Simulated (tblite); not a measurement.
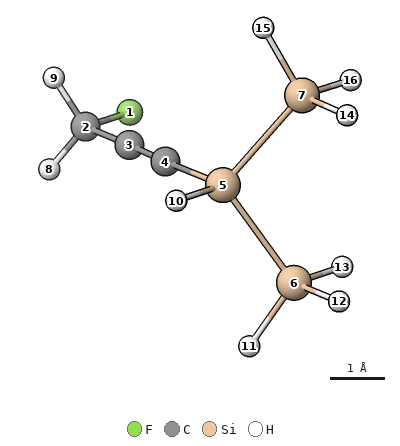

*The structure as given in the input (ball-and-stick view, seen at a tilt; atoms are numbered from 1 in the order of the input).*

**Geometry relaxation of C3H9FSi3 (charge +1) (part 1 of 4)**

System: C3H9FSi3, charge +1, multiplicity 2.
Method: GFN2-xTB geometry optimisation, gas phase (tblite 0.8.0).

It belongs to a series of runs on one base structure; here: electron removed.

What the program printed
```
step      E/eV     max force
  0    -554.84891    2.438
  1    -555.03012    1.403
  2    -555.05875    4.537
  3    -555.14030    0.826
  4    -555.15504    0.355
  5    -555.17682    0.357
  6    -555.18547    0.398
  7    -555.18927    0.234
  8    -555.19205    0.182
  9    -555.19499    0.174
 10    -555.19829    0.241
 11    -555.20077    0.172
 12    -555.20209    0.085
 13    -555.20304    0.102
 14    -555.20404    0.127
 15    -555.20498    0.109
 16    -555.20567    0.074
 17    -555.20610    0.055
 18    -555.20646    0.064
 19    -555.20684    0.073
 20    -555.20719    0.057
 21    -555.20739    0.026
 22    -555.20749    0.025
 23    -555.20756    0.022
 24    -555.20763    0.024
 25    -555.20770    0.022
 26    -555.20777    0.027
 27    -555.20786    0.026
 28    -555.20801    0.031
 29    -555.20825    0.045
 30    -555.20858    0.045
 31    -555.20887    0.038
 32    -555.20906    0.041
 33    -555.20919    0.035
 34    -555.20936    0.034
 35    -555.20955    0.035
 36    -555.20972    0.031
 37    -555.20985    0.035
 38    -555.20997    0.035
 39    -555.21013    0.033
 40    -555.21029    0.035
 41    -555.21042    0.026
 42    -555.21050    0.018
 43    -555.21054    0.014
 44    -555.21057    0.018
 45    -555.21061    0.018
 46    -555.21067    0.022
 47    -555.21077    0.030
 48    -555.21086    0.023
 49    -555.21092    0.013
 50    -555.21094    0.011
 51    -555.21096    0.013
 52    -555.21098    0.018
 53    -555.21101    0.015
 54    -555.21104    0.016
 55    -555.21107    0.017
 56    -555.21109    0.013
 57    -555.21111    0.010
 58    -555.21113    0.006
```

Trajectory as extended XYZ (Å, eV, eV/Å), 50 of the 59 frames kept, from step=0 to step=58
```
16
Properties=species:S:1:pos:R:3:forces:R:3 step=0 energy=-554.84891
F     3.9295   -0.8168   -0.0750    0.1230  -0.0150  -0.0640
C     3.5344    0.4958   -0.1177   -0.1750  -0.3880   0.5300
C     2.0860    0.5421   -0.0692    0.1060   0.4080  -0.1090
C     0.8751    0.5937   -0.0520   -0.7480   0.0630   0.0490
Si   -0.9933    0.6311    0.0098    1.3620   1.4160  -0.2470
Si   -1.8876   -0.5499   -1.7572   -0.7670  -1.1420  -1.6640
Si   -1.7897   -0.4256    1.8730   -0.6830  -1.1290   2.0500
H     3.9431    0.9408   -1.0195   -0.0290   0.0980  -0.3730
H     3.9871    0.9921    0.7562   -0.1670  -0.0150  -0.0120
H    -1.4601    2.0501   -0.0285    0.3190  -0.2970  -0.0080
H    -1.4517    0.0284   -3.0564   -0.0050  -0.0150   0.5260
H    -3.3723   -0.5056   -1.7055    0.4010   0.1170   0.1790
H    -1.4670   -1.9734   -1.6998   -0.0050   0.4290   0.1510
H    -3.2728   -0.3835    1.8990    0.3430   0.0990  -0.2120
H    -1.2954    0.2434    3.1140   -0.0530  -0.0860  -0.5930
H    -1.3728   -1.8536    1.9175   -0.0230   0.4560  -0.2020
16
Properties=species:S:1:pos:R:3:forces:R:3 step=1 energy=-555.03012
F     3.9312   -0.8170   -0.0760    0.1170  -0.1010  -0.0280
C     3.5319    0.4902   -0.1101   -0.0040  -0.1170   0.0330
C     2.0875    0.5479   -0.0708   -1.0830   0.3760  -0.0420
C     0.8644    0.5946   -0.0513    0.9670   0.0550   0.0030
Si   -0.9738    0.6513    0.0063    0.4260   0.6140  -0.0980
Si   -1.8985   -0.5662   -1.7810   -0.4700  -0.6920  -0.9850
Si   -1.7995   -0.4418    1.9022   -0.4060  -0.6470   1.1770
H     3.9427    0.9422   -1.0249   -0.1580  -0.0540  -0.0380
H     3.9847    0.9919    0.7561   -0.1210   0.0040   0.0760
H    -1.4555    2.0458   -0.0286    0.2550  -0.0360  -0.0120
H    -1.4518    0.0282   -3.0489    0.0480   0.0540   0.2640
H    -3.3666   -0.5039   -1.7029    0.1790   0.1020   0.1540
H    -1.4671   -1.9673   -1.6977    0.0500   0.1710   0.1270
H    -3.2679   -0.3821    1.8959    0.1300   0.0870  -0.1730
H    -1.2962    0.2422    3.1055    0.0260   0.0180  -0.3010
H    -1.3732   -1.8471    1.9147    0.0440   0.1680  -0.1570
16
Properties=species:S:1:pos:R:3:forces:R:3 step=2 energy=-555.05875
F     3.9354   -0.8198   -0.0773   -0.0290  -0.0320   0.0040
C     3.5302    0.4836   -0.1043   -0.4310   0.1470  -0.2750
C     2.0603    0.5615   -0.0729    4.5360  -0.0010  -0.0980
C     0.8826    0.5966   -0.0508   -3.7190   0.2760   0.0780
Si   -0.9502    0.6803    0.0015   -0.1080  -0.4090   0.0060
Si   -1.9178   -0.5947   -1.8219   -0.0820  -0.0880  -0.0940
Si   -1.8163   -0.4690    1.9517   -0.1250  -0.0600   0.0690
H     3.9384    0.9417   -1.0293   -0.2670  -0.1720   0.2090
H     3.9800    0.9918    0.7579   -0.1410  -0.0310   0.0820
H    -1.4460    2.0422   -0.0290    0.1390   0.4060  -0.0190
H    -1.4506    0.0294   -3.0372    0.1560   0.1960  -0.1900
H    -3.3583   -0.5002   -1.6973   -0.2200   0.0840   0.1230
H    -1.4658   -1.9589   -1.6930    0.1590  -0.2870   0.1060
H    -3.2614   -0.3789    1.8895   -0.2280   0.0710  -0.1190
H    -1.2960    0.2419    3.0922    0.1900   0.2400   0.2180
H    -1.3722   -1.8386    1.9087    0.1720  -0.3400  -0.1020
16
Properties=species:S:1:pos:R:3:forces:R:3 step=4 energy=-555.15504
F     3.9357   -0.8211   -0.0774   -0.0040  -0.0160  -0.0080
C     3.5283    0.4855   -0.1083    0.0840  -0.0070  -0.0020
C     2.0853    0.5657   -0.0740   -0.2410   0.1450  -0.0160
C     0.8710    0.6011   -0.0503    0.3300   0.1320   0.0010
Si   -0.9570    0.6731    0.0016   -0.1760  -0.1850   0.0040
Si   -1.9209   -0.5988   -1.8269   -0.0540  -0.1030  -0.1230
Si   -1.8200   -0.4723    1.9567   -0.0580  -0.0870   0.1280
H     3.9328    0.9383   -1.0261   -0.1040  -0.0560  -0.0080
H     3.9765    0.9909    0.7594   -0.0920  -0.0330   0.0310
H    -1.4414    2.0507   -0.0295    0.1860   0.1910  -0.0140
H    -1.4468    0.0341   -3.0407    0.1110   0.1360  -0.1050
H    -3.3630   -0.4979   -1.6939   -0.1600   0.0670   0.1010
H    -1.4619   -1.9650   -1.6901    0.1130  -0.1870   0.0810
H    -3.2665   -0.3770    1.8861   -0.1790   0.0560  -0.0980
H    -1.2916    0.2474    3.0962    0.1260   0.1550   0.1090
H    -1.3681   -1.8458    1.9059    0.1170  -0.2060  -0.0820
16
Properties=species:S:1:pos:R:3:forces:R:3 step=5 energy=-555.17682
F     3.9358   -0.8220   -0.0780   -0.0210  -0.0180  -0.0010
C     3.5306    0.4850   -0.1081   -0.0170  -0.0300   0.0110
C     2.0877    0.5739   -0.0754    0.0530   0.0660  -0.0070
C     0.8773    0.6084   -0.0500   -0.3330   0.1280   0.0140
Si   -0.9646    0.6652    0.0013    0.0730   0.0180  -0.0050
Si   -1.9258   -0.6067   -1.8371   -0.0290  -0.1010  -0.1200
Si   -1.8254   -0.4793    1.9677   -0.0030  -0.0900   0.1470
H     3.9264    0.9349   -1.0262   -0.0110  -0.0030  -0.0800
H     3.9708    0.9889    0.7609   -0.0130   0.0010   0.0730
H    -1.4317    2.0618   -0.0302    0.2320  -0.0310  -0.0070
H    -1.4407    0.0417   -3.0457    0.0490   0.0520  -0.0040
H    -3.3709   -0.4940   -1.6880   -0.0500   0.0380   0.0620
H    -1.4556   -1.9747   -1.6853    0.0500  -0.0590   0.0410
H    -3.2753   -0.3737    1.8804   -0.0720   0.0310  -0.0620
H    -1.2845    0.2561    3.1015    0.0450   0.0460  -0.0120
H    -1.3616   -1.8566    1.9010    0.0470  -0.0490  -0.0480
16
Properties=species:S:1:pos:R:3:forces:R:3 step=6 energy=-555.18547
F     3.9358   -0.8232   -0.0784   -0.0450  -0.0070   0.0050
C     3.5312    0.4840   -0.1077   -0.0660  -0.0020   0.0050
C     2.0882    0.5812   -0.0765    0.0360   0.0020   0.0060
C     0.8779    0.6153   -0.0495   -0.3810   0.1130   0.0130
Si   -0.9670    0.6624    0.0006    0.0870   0.0540  -0.0020
Si   -1.9309   -0.6154   -1.8484    0.0050  -0.0480  -0.0440
Si   -1.8303   -0.4873    1.9806    0.0260  -0.0440   0.0630
H     3.9217    0.9326   -1.0278    0.0350   0.0120  -0.0790
H     3.9667    0.9877    0.7632    0.0230   0.0030   0.0620
H    -1.4208    2.0682   -0.0309    0.2340  -0.1120  -0.0040
H    -1.4358    0.0475   -3.0482    0.0130   0.0030   0.0300
H    -3.3762   -0.4906   -1.6828    0.0090   0.0130   0.0290
H    -1.4507   -1.9812   -1.6813    0.0130  -0.0040   0.0090
H    -3.2816   -0.3708    1.8752   -0.0010   0.0080  -0.0300
H    -1.2792    0.2624    3.1038    0.0040  -0.0100  -0.0460
H    -1.3566   -1.8638    1.8966    0.0080   0.0160  -0.0170
16
Properties=species:S:1:pos:R:3:forces:R:3 step=7 energy=-555.18927
F     3.9351   -0.8240   -0.0786   -0.0670   0.0120   0.0080
C     3.5303    0.4836   -0.1075   -0.0800   0.0290  -0.0040
C     2.0865    0.5852   -0.0770   -0.0430  -0.0250   0.0130
C     0.8751    0.6206   -0.0492   -0.1980   0.0950   0.0070
Si   -0.9671    0.6622    0.0002    0.0160   0.0120   0.0030
Si   -1.9337   -0.6209   -1.8553    0.0230  -0.0050   0.0180
Si   -1.8327   -0.4923    1.9887    0.0280  -0.0050  -0.0120
H     3.9198    0.9315   -1.0297    0.0350   0.0030  -0.0390
H     3.9648    0.9871    0.7653    0.0210  -0.0090   0.0260
H    -1.4113    2.0697   -0.0313    0.2130  -0.0980  -0.0040
H    -1.4332    0.0504   -3.0487   -0.0020  -0.0190   0.0340
H    -3.3784   -0.4886   -1.6797    0.0350  -0.0010   0.0110
H    -1.4480   -1.9845   -1.6790   -0.0030   0.0110  -0.0070
H    -3.2845   -0.3692    1.8720    0.0360  -0.0050  -0.0100
H    -1.2765    0.2654    3.1041   -0.0080  -0.0280  -0.0420
H    -1.3539   -1.8671    1.8941   -0.0060   0.0300   0.0000
16
Properties=species:S:1:pos:R:3:forces:R:3 step=8 energy=-555.19205
F     3.9332   -0.8242   -0.0785   -0.0850   0.0310   0.0070
C     3.5282    0.4840   -0.1075   -0.0730   0.0450  -0.0100
C     2.0834    0.5871   -0.0769   -0.0930  -0.0290   0.0140
C     0.8710    0.6259   -0.0488    0.0060   0.0720   0.0020
Si   -0.9674    0.6620    0.0001   -0.0600  -0.0510   0.0080
Si   -1.9350   -0.6244   -1.8591    0.0290   0.0220   0.0560
Si   -1.8337   -0.4955    1.9933    0.0190   0.0210  -0.0620
H     3.9193    0.9309   -1.0316    0.0130  -0.0090   0.0100
H     3.9641    0.9864    0.7671    0.0000  -0.0210  -0.0160
H    -1.4010    2.0687   -0.0316    0.1770  -0.0410  -0.0040
H    -1.4316    0.0519   -3.0485   -0.0080  -0.0280   0.0300
H    -3.3792   -0.4874   -1.6775    0.0480  -0.0090   0.0010
H    -1.4463   -1.9864   -1.6778   -0.0090   0.0140  -0.0160
H    -3.2855   -0.3684    1.8698    0.0560  -0.0120   0.0010
H    -1.2749    0.2668    3.1035   -0.0100  -0.0320  -0.0290
H    -1.3523   -1.8686    1.8925   -0.0090   0.0260   0.0080
16
Properties=species:S:1:pos:R:3:forces:R:3 step=9 energy=-555.19499
F     3.9293   -0.8236   -0.0783   -0.0970   0.0390   0.0050
C     3.5246    0.4855   -0.1077   -0.0510   0.0430  -0.0110
C     2.0787    0.5880   -0.0766   -0.1040  -0.0100   0.0100
C     0.8658    0.6327   -0.0484    0.1700   0.0370  -0.0020
Si   -0.9691    0.6602    0.0002   -0.1060  -0.1080   0.0110
Si   -1.9350   -0.6266   -1.8605    0.0260   0.0330   0.0700
Si   -1.8337   -0.4974    1.9953    0.0080   0.0340  -0.0850
H     3.9193    0.9302   -1.0333   -0.0220  -0.0170   0.0570
H     3.9636    0.9854    0.7685   -0.0290  -0.0250  -0.0540
H    -1.3870    2.0666   -0.0320    0.1280   0.0340  -0.0050
H    -1.4302    0.0526   -3.0477   -0.0100  -0.0330   0.0280
H    -3.3789   -0.4865   -1.6755    0.0540  -0.0140  -0.0060
H    -1.4450   -1.9880   -1.6771   -0.0130   0.0160  -0.0200
H    -3.2854   -0.3679    1.8679    0.0630  -0.0170   0.0080
H    -1.2737    0.2672    3.1024   -0.0090  -0.0310  -0.0190
H    -1.3511   -1.8695    1.8913   -0.0090   0.0190   0.0120
16
Properties=species:S:1:pos:R:3:forces:R:3 step=11 energy=-555.20077
F     3.9148   -0.8203   -0.0774   -0.0840  -0.0110  -0.0030
C     3.5144    0.4904   -0.1085    0.0030  -0.0110   0.0020
C     2.0684    0.5887   -0.0752   -0.0050   0.0620  -0.0100
C     0.8568    0.6480   -0.0475    0.1630  -0.0540   0.0020
Si   -0.9771    0.6497    0.0013   -0.0210  -0.0590   0.0050
Si   -1.9319   -0.6275   -1.8569    0.0060   0.0060   0.0260
Si   -1.8312   -0.4978    1.9914   -0.0020   0.0120  -0.0390
H     3.9186    0.9285   -1.0339   -0.0760   0.0020   0.0710
H     3.9611    0.9824    0.7683   -0.0670   0.0110  -0.0580
H    -1.3509    2.0637   -0.0331    0.0330   0.1030  -0.0050
H    -1.4286    0.0514   -3.0444   -0.0050  -0.0270   0.0270
H    -3.3752   -0.4860   -1.6723    0.0370  -0.0160  -0.0040
H    -1.4435   -1.9900   -1.6774   -0.0100   0.0130  -0.0160
H    -3.2817   -0.3682    1.8650    0.0320  -0.0160   0.0060
H    -1.2722    0.2657    3.0990   -0.0010  -0.0210  -0.0120
H    -1.3495   -1.8698    1.8901   -0.0030   0.0050   0.0090
16
Properties=species:S:1:pos:R:3:forces:R:3 step=12 energy=-555.20209
F     3.9094   -0.8197   -0.0772   -0.0670  -0.0390  -0.0040
C     3.5119    0.4913   -0.1087    0.0080  -0.0290   0.0070
C     2.0670    0.5898   -0.0751    0.0430   0.0720  -0.0130
C     0.8565    0.6502   -0.0473    0.0350  -0.0690   0.0050
Si   -0.9791    0.6460    0.0017    0.0420   0.0180   0.0000
Si   -1.9306   -0.6270   -1.8547    0.0030  -0.0080   0.0050
Si   -1.8302   -0.4970    1.9887    0.0050  -0.0040  -0.0100
H     3.9170    0.9283   -1.0324   -0.0640   0.0180   0.0320
H     3.9593    0.9821    0.7668   -0.0530   0.0300  -0.0220
H    -1.3420    2.0649   -0.0334    0.0240   0.0670  -0.0040
H    -1.4286    0.0502   -3.0429    0.0020  -0.0180   0.0190
H    -3.3732   -0.4865   -1.6719    0.0160  -0.0120   0.0010
H    -1.4437   -1.9898   -1.6780   -0.0050   0.0030  -0.0110
H    -3.2798   -0.3688    1.8648    0.0070  -0.0120   0.0020
H    -1.2721    0.2645    3.0978    0.0030  -0.0150  -0.0110
H    -1.3494   -1.8694    1.8903    0.0010  -0.0020   0.0050
16
Properties=species:S:1:pos:R:3:forces:R:3 step=13 energy=-555.20304
F     3.9049   -0.8202   -0.0772   -0.0520  -0.0520  -0.0030
C     3.5106    0.4912   -0.1086    0.0050  -0.0310   0.0090
C     2.0672    0.5919   -0.0753    0.0570   0.0630  -0.0110
C     0.8573    0.6499   -0.0470   -0.0600  -0.0690   0.0060
Si   -0.9793    0.6444    0.0020    0.0710   0.0730  -0.0040
Si   -1.9299   -0.6269   -1.8534    0.0050  -0.0120   0.0000
Si   -1.8296   -0.4968    1.9871    0.0110  -0.0110   0.0020
H     3.9147    0.9286   -1.0309   -0.0390   0.0270  -0.0090
H     3.9571    0.9825    0.7655   -0.0290   0.0370   0.0130
H    -1.3365    2.0670   -0.0337    0.0250   0.0280  -0.0030
H    -1.4285    0.0490   -3.0416    0.0090  -0.0080   0.0070
H    -3.3717   -0.4870   -1.6717   -0.0040  -0.0100   0.0050
H    -1.4439   -1.9896   -1.6787    0.0010  -0.0110  -0.0070
H    -3.2784   -0.3694    1.8647   -0.0120  -0.0090  -0.0020
H    -1.2721    0.2634    3.0968    0.0070  -0.0080  -0.0060
H    -1.3495   -1.8691    1.8906    0.0040  -0.0090   0.0020
16
Properties=species:S:1:pos:R:3:forces:R:3 step=14 energy=-555.20404
F     3.8992   -0.8218   -0.0773   -0.0380  -0.0480   0.0000
C     3.5093    0.4906   -0.1084    0.0010  -0.0170   0.0070
C     2.0679    0.5957   -0.0757    0.0400   0.0400  -0.0050
C     0.8582    0.6482   -0.0467   -0.1110  -0.0600   0.0060
Si   -0.9783    0.6442    0.0021    0.0670   0.1080  -0.0060
Si   -1.9293   -0.6275   -1.8525    0.0100  -0.0080   0.0050
Si   -1.8291   -0.4970    1.9860    0.0160  -0.0110   0.0030
H     3.9114    0.9293   -1.0294   -0.0050   0.0260  -0.0450
H     3.9541    0.9837    0.7644    0.0010   0.0320   0.0420
H    -1.3302    2.0701   -0.0341    0.0260  -0.0050  -0.0020
H    -1.4282    0.0478   -3.0401    0.0160   0.0010  -0.0080
H    -3.3702   -0.4877   -1.6712   -0.0220  -0.0070   0.0090
H    -1.4440   -1.9897   -1.6793    0.0070  -0.0260  -0.0020
H    -3.2774   -0.3702    1.8644   -0.0260  -0.0080  -0.0040
H    -1.2718    0.2623    3.0957    0.0110  -0.0020   0.0010
H    -1.3493   -1.8691    1.8907    0.0070  -0.0170  -0.0010
16
Properties=species:S:1:pos:R:3:forces:R:3 step=15 energy=-555.20498
F     3.8923   -0.8242   -0.0773   -0.0280  -0.0230   0.0030
C     3.5080    0.4897   -0.1080   -0.0020   0.0080   0.0020
C     2.0682    0.6007   -0.0763    0.0030   0.0090   0.0030
C     0.8583    0.6457   -0.0462   -0.0940  -0.0480   0.0030
Si   -0.9766    0.6458    0.0021    0.0270   0.1060  -0.0050
Si   -1.9287   -0.6285   -1.8519    0.0130   0.0000   0.0140
Si   -1.8285   -0.4978    1.9853    0.0140  -0.0060  -0.0040
H     3.9076    0.9304   -1.0287    0.0240   0.0130  -0.0590
H     3.9508    0.9853    0.7640    0.0260   0.0120   0.0510
H    -1.3223    2.0736   -0.0345    0.0200  -0.0130  -0.0020
H    -1.4273    0.0468   -3.0387    0.0190   0.0060  -0.0170
H    -3.3692   -0.4884   -1.6703   -0.0290  -0.0070   0.0100
H    -1.4437   -1.9906   -1.6799    0.0100  -0.0320   0.0010
H    -3.2768   -0.3711    1.8639   -0.0250  -0.0080  -0.0050
H    -1.2710    0.2613    3.0946    0.0130   0.0020   0.0070
H    -1.3487   -1.8697    1.8907    0.0080  -0.0200  -0.0030
16
Properties=species:S:1:pos:R:3:forces:R:3 step=17 energy=-555.20610
F     3.8816   -0.8275   -0.0772   -0.0190   0.0330   0.0040
C     3.5058    0.4899   -0.1077   -0.0040   0.0380  -0.0060
C     2.0667    0.6072   -0.0767   -0.0320  -0.0200   0.0100
C     0.8563    0.6413   -0.0455    0.0120  -0.0290  -0.0020
Si   -0.9752    0.6511    0.0019   -0.0470   0.0280  -0.0010
Si   -1.9273   -0.6299   -1.8504    0.0040   0.0020   0.0100
Si   -1.8274   -0.4991    1.9841   -0.0020  -0.0010  -0.0070
H     3.9040    0.9316   -1.0301    0.0340  -0.0220  -0.0180
H     3.9477    0.9871    0.7656    0.0310  -0.0290   0.0130
H    -1.3096    2.0783   -0.0352   -0.0040   0.0390  -0.0020
H    -1.4252    0.0459   -3.0377    0.0110  -0.0020  -0.0040
H    -3.3690   -0.4895   -1.6684   -0.0040  -0.0090   0.0070
H    -1.4427   -1.9934   -1.6805    0.0050  -0.0110   0.0030
H    -3.2770   -0.3725    1.8626    0.0010  -0.0100  -0.0030
H    -1.2691    0.2603    3.0936    0.0080  -0.0030   0.0010
H    -1.3474   -1.8717    1.8903    0.0050  -0.0060  -0.0050
16
Properties=species:S:1:pos:R:3:forces:R:3 step=18 energy=-555.20646
F     3.8778   -0.8275   -0.0771   -0.0130   0.0410   0.0020
C     3.5051    0.4910   -0.1078   -0.0040   0.0320  -0.0060
C     2.0656    0.6084   -0.0765   -0.0250  -0.0140   0.0080
C     0.8551    0.6393   -0.0453    0.0320  -0.0220  -0.0020
Si   -0.9759    0.6537    0.0019   -0.0510  -0.0060   0.0000
Si   -1.9266   -0.6301   -1.8494   -0.0030  -0.0030   0.0000
Si   -1.8268   -0.4994    1.9833   -0.0080  -0.0020   0.0000
H     3.9041    0.9315   -1.0313    0.0240  -0.0280   0.0070
H     3.9478    0.9868    0.7666    0.0220  -0.0340  -0.0090
H    -1.3057    2.0804   -0.0355   -0.0130   0.0630  -0.0030
H    -1.4242    0.0456   -3.0376    0.0060  -0.0080   0.0080
H    -3.3692   -0.4901   -1.6677    0.0110  -0.0100   0.0050
H    -1.4422   -1.9947   -1.6806    0.0010   0.0050   0.0040
H    -3.2772   -0.3732    1.8622    0.0120  -0.0100  -0.0020
H    -1.2683    0.2599    3.0933    0.0050  -0.0070  -0.0050
H    -1.3468   -1.8725    1.8901    0.0030   0.0040  -0.0070
16
Properties=species:S:1:pos:R:3:forces:R:3 step=19 energy=-555.20684
F     3.8736   -0.8269   -0.0769   -0.0030   0.0330   0.0010
C     3.5042    0.4928   -0.1080   -0.0050   0.0140  -0.0030
C     2.0643    0.6094   -0.0761   -0.0120  -0.0010   0.0040
C     0.8537    0.6363   -0.0451    0.0280  -0.0120  -0.0010
Si   -0.9774    0.6566    0.0018   -0.0370  -0.0260   0.0010
Si   -1.9259   -0.6303   -1.8482   -0.0080  -0.0080  -0.0110
Si   -1.8264   -0.4996    1.9823   -0.0100  -0.0050   0.0070
H     3.9048    0.9308   -1.0325    0.0120  -0.0250   0.0260
H     3.9485    0.9860    0.7676    0.0120  -0.0290  -0.0260
H    -1.3023    2.0839   -0.0358   -0.0170   0.0710  -0.0030
H    -1.4231    0.0450   -3.0373    0.0010  -0.0130   0.0190
H    -3.3692   -0.4910   -1.6669    0.0220  -0.0110   0.0030
H    -1.4418   -1.9959   -1.6807   -0.0020   0.0190   0.0050
H    -3.2771   -0.3742    1.8618    0.0170  -0.0100  -0.0010
H    -1.2674    0.2592    3.0929    0.0020  -0.0100  -0.0110
H    -1.3463   -1.8732    1.8897    0.0010   0.0120  -0.0090
```
